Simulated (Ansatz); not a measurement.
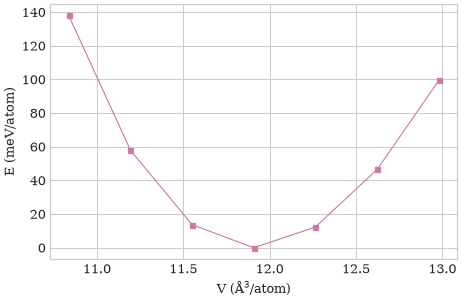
*Re₇B₃ in space group P6_3mc (No. 186; Re on 2b, Re on 6c, Re on 6c, B on 6c) under volume change, plane-wave PAW r²SCAN (Ansatz code), shape and atoms relaxed at each volume.*

**Question.** What does a third-order Birch–Murnaghan fit give for V₀, B₀ and B′?

**Answer.** V₀ = 11.91 Å³/atom, B₀ = 386 GPa, B′ = 4.4.

The first step of the workflow began from a Materials Project structure, measured or hypothetical; the Crystallography Open Database copy checked does not list it. Whether it is the stable phase at ambient conditions was not checked. The cell was relaxed with r²SCAN under the symmetry of its start; whether a distortion lowers the energy is not shown. The run is not spin-polarised. Spin–orbit coupling is left out wherever it is not named.

Potentials: the later of the program's two PAW sets.
